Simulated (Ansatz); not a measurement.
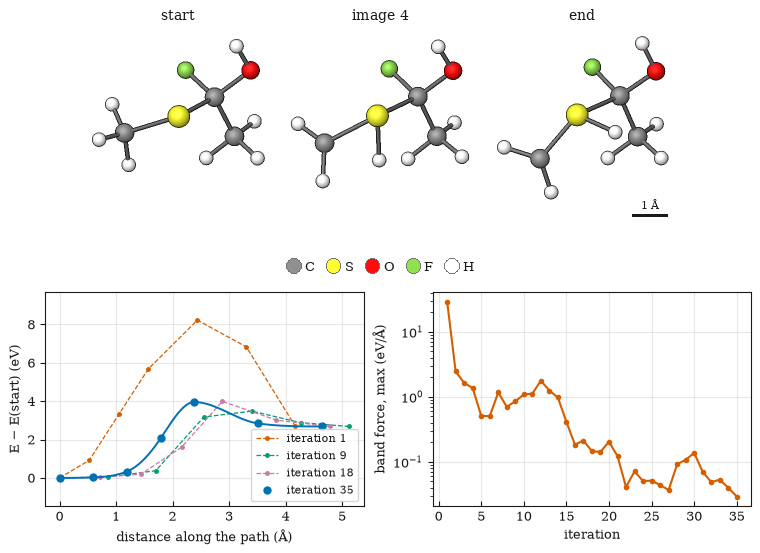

NEB run on C3H7FOS. Images are numbered from 0 (start) to 6 (end). The plot follows the band through its iterations. The picture is a ball-and-stick view, seen at a tilt.

The calculation used RKS PBE/6-31G* (Ansatz). Settings: 5 movable images; climbing image; force threshold 0.03 eV/Å; iteration limit 60; starting path through a guess of the saddle point.

**Judge this run.**

The result is final at these settings. The band converged in 35 iterations. The largest component of the band force went from 29 to 0.029 eV/Å. The climbing image converged on the top of the path. Its vibrational analysis gives one imaginary mode (1109i cm⁻¹), as a transition state must have. The first iteration put the highest image at 8.23 eV. Forward barrier 3.96 eV, backward barrier 1.27 eV, with image 4 at the top; the reaction energy is +2.68 eV.

The run took 8.8 min on 2 threads of Intel(R) Xeon(R) Platinum 8259CL CPU @ 2.50GHz (Skylake/Cascade Lake), with other jobs on the host, peak memory 0.19 GiB.
